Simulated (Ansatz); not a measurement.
**AlF3 (SMILES [F][Al]([F])[F]) at 6 levels**

We compute a comparison of 6 runs (UHF/STO-3G, B2PLYP/STO-3G, CCSDT(Q)/STO-3G, CCSD/STO-3G, CCSD(T)/STO-3G, FCI/STO-3G) of AlF3. 

Program for the calculation: Ansatz 0.2.0.

38 further runs of the same task are left out: 6 that didn't finish, 32 set aside as unsound or not needed.

## 1. Starting point

AlF3 has 4 atoms, charge 0, and is taken as a singlet. SMILES: `[F][Al]([F])[F]`. The F3–Al1 distance was set to 2.447 Å, away from the relaxed value.

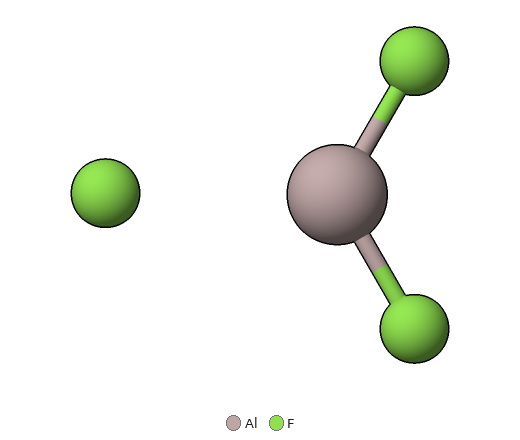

The structure, seen from a chosen angle (aluminium light grey, fluorine green).

## 2. A single-point energy at UHF/STO-3G (run 1)

File in.yaml:

```yaml
crystal:
  periodic: [false, false, false]
  atoms:
    - {symbol: Al, position_ang: [0.395489, -0.713463, 0.006430]}
    - {symbol: F, position_ang: [2.026529, -0.740263, 0.021180]}
    - {symbol: F, position_ang: [-0.791540, 1.425990, -0.016640]}
    - {symbol: F, position_ang: [-0.443411, -2.111783, 0.012090]}
basis:
  gaussian:
    orbitals: STO-3G
magnetization:
  spin_polarized: true
hamiltonian:
  xc: hf
accuracy: high
```

Run with:

```bash
$ ansatz run in.yaml --threads 1 --pin off --max-ram 2610MiB --events-out events.jsonl --progress --plain --runs-dir runs
```

What it wrote:

```text
Warning: RAYON_NUM_THREADS=1 ignored (pool sized by the plan → 1); use --threads N
Functional definition: HF
  name "HF"
  exchange = exact_x
  correlation = 0
423 factors; integrals over basis functions are off by at most 4.3e-8 eV
mean field evaluation 1: about -14498.2562 eV, gradient 2.1e1 eV
mean field evaluation 2: about -14498.2767 eV, gradient 2.1e1 eV
mean field evaluation 4: about -14504.8259 eV, gradient 1.5e0 eV
mean field evaluation 8: about -14504.8513 eV, gradient 4.2e-2 eV
mean field evaluation 16: about -14505.3543 eV, gradient 3.0e0 eV
mean field evaluation 32: about -14505.6130 eV, gradient 6.2e0 eV
mean field evaluation 64: about -14506.5605 eV, gradient 8.4e-1 eV
mean field evaluation 96: about -14501.4397 eV, gradient 1.5e0 eV
mean field -14506.58084053 eV, -533.1070129758 hartree, gradient 2.8e-8 eV, S^2 0.810267; 5 other end points of the search recorded, 0 dependent functions left out
reference -14506.58084053 eV, -533.1070129758 hartree; 20, 20 occupied and 4, 4 virtual orbitals, 423 factors
Total energy: -14506.58084053 eV, -533.1070129758 hartree
```

It took 0.38 s on 1 thread of Arm Neoverse V1, shared host.

## 3. A single-point energy at B2PLYP/STO-3G (run 2)

File molecule.yaml:

```yaml
crystal:
  periodic: [false, false, false]
  atoms:
    - {symbol: Al, position_ang: [0.395489, -0.713463, 0.006430]}
    - {symbol: F, position_ang: [2.026529, -0.740263, 0.021180]}
    - {symbol: F, position_ang: [-0.791540, 1.425990, -0.016640]}
    - {symbol: F, position_ang: [-0.443411, -2.111783, 0.012090]}
basis:
  gaussian: {orbitals: STO-3G}
accuracy: high
correlation: {frozen_orbitals: {Al: 5, F: 1}}
hamiltonian: {xc: {name: B2PLYP}}
```

Run with:

```bash
$ ansatz run molecule.yaml --threads 1 --pin off --max-ram 2610MiB --events-out events.jsonl --progress --plain --runs-dir runs
```

What it wrote, cut to the lines that bear on the results:

```text
Warning: RAYON_NUM_THREADS=1 ignored (pool sized by the plan → 1); use --threads N
Functional definition: B2PLYP
  name "B2PLYP"
[...]
423 factors; integrals over basis functions are off by at most 4.3e-8 eV
[...]
mean field -14534.53826677 eV, -534.1344294398 hartree, gradient 3.9e-8 eV, S^2 0.000000; 0 other end points of the search recorded, 0 dependent functions left out; unrestricted orbitals would lower it
8 core orbitals not correlated: weight in the atoms' cores, before any rotation towards them, 1.000 or more for the frozen orbitals, at most 0.000 for the correlated occupied ones
reference -14534.53828039 eV, -534.1344299403 hartree; 12, 12 occupied and 4, 4 virtual orbitals, 423 factors
second order -4.71871108 eV of doubles, -0.00000000 eV of singles
Total energy: -14535.81233238 eV, -534.1812504875 hartree
```

Run time: 1.7 s. Hardware: 1 thread of Arm Neoverse V1, shared host; peak memory 0.1 GiB.

Runs 3 to 5 aren't shown in full; the table further down has their settings and results.

## 4. A single-point energy at FCI/STO-3G (run 6)

File molecule.yaml:

```yaml
crystal:
  periodic: [false, false, false]
  atoms:
    - symbol: Al
      position_ang: [0.395489, -0.713463, 0.006430]
    - symbol: F
      position_ang: [2.026529, -0.740263, 0.021180]
    - symbol: F
      position_ang: [-0.791540, 1.425990, -0.016640]
    - symbol: F
      position_ang: [-0.443411, -2.111783, 0.012090]
basis:
  gaussian:
    orbitals: STO-3G
total_charge: 0
correlation:
  method: fci
  frozen_orbitals: {Al: 5, F: 1}
accuracy: high
```

Run with:

```bash
$ ansatz run molecule.yaml --threads 1 --pin off --max-ram 2610MiB --events-out events.jsonl --progress --plain --runs-dir runs
```

What it wrote, cut to the lines that bear on the results:

```text
Warning: RAYON_NUM_THREADS=1 ignored (pool sized by the plan → 1); use --threads N
[... 2 set-up lines as earlier in the session ...]
[...]
423 factors; integrals over basis functions are off by at most 4.3e-8 eV
[...]
mean field -14504.85127403 eV, -533.0434525793 hartree, gradient 1.8e-8 eV, S^2 0.000000; 0 other end points of the search recorded, 0 dependent functions left out; unrestricted orbitals would lower it
[...]
unrestricted determinant -14506.58084053 eV, -533.1070129757 hartree, S^2 0.8103
8 core orbitals not correlated: weight in the atoms' cores, before any rotation towards them, 1.000 or more for the frozen orbitals, at most 0.000 for the correlated occupied ones
reference -14504.85127403 eV, -533.0434525793 hartree; 12, 12 occupied and 4, 4 virtual orbitals, 423 factors
state -14509.18414271 eV, -533.2026825663 hartree
Total energy: -14509.18414271 eV, -533.2026825663 hartree
```

Wall time 19 s (1 thread of Arm Neoverse V1, shared host); peak memory 0.31 GiB.

## 5. The series

| run | level | frozen core orbitals | energy (Eh) | wall time |
| --- | --- | --- | --- | --- |
| 1 | UHF/STO-3G | – | -533.107013 | 0.38 s |
| 2 | B2PLYP/STO-3G | 8 | -534.181250 | 1.7 s |
| 3 | CCSDT(Q)/STO-3G | 8 | -533.202908 | 0.8 s |
| 4 | CCSD/STO-3G | 8 | -533.190844 | 0.24 s |
| 5 | CCSD(T)/STO-3G | 8 | -533.201038 | 0.26 s |
| 6 | FCI/STO-3G | 8 | -533.202683 | 19 s |

## 6. Results

```
                                          quantity          value
                               run 6: total energy  -533.20268 Eh
run 6: correlation energy (8 core orbitals frozen)     -159.2 mEh
```

Against full CI in this basis: UHF +95.7 mEh; CCSDT(Q) -0.2 mEh; CCSD +11.8 mEh; CCSD(T) +1.6 mEh. In runs 2, 3, 4, 5 the log says that unrestricted orbitals would lower the reference, so the values rest on an unstable closed-shell determinant (other closed-shell runs at this shape may share the fault). In runs 1, 2, 3, 4, 5, 6 the basis is minimal, so the values are rough. Spin contamination of the reference: run 1 ⟨S²⟩ = 0.81. Where it is this large, the reference is a mixture of spin states, and values that rest on it are in doubt. All runs together took 22 s, the longest 19 s.
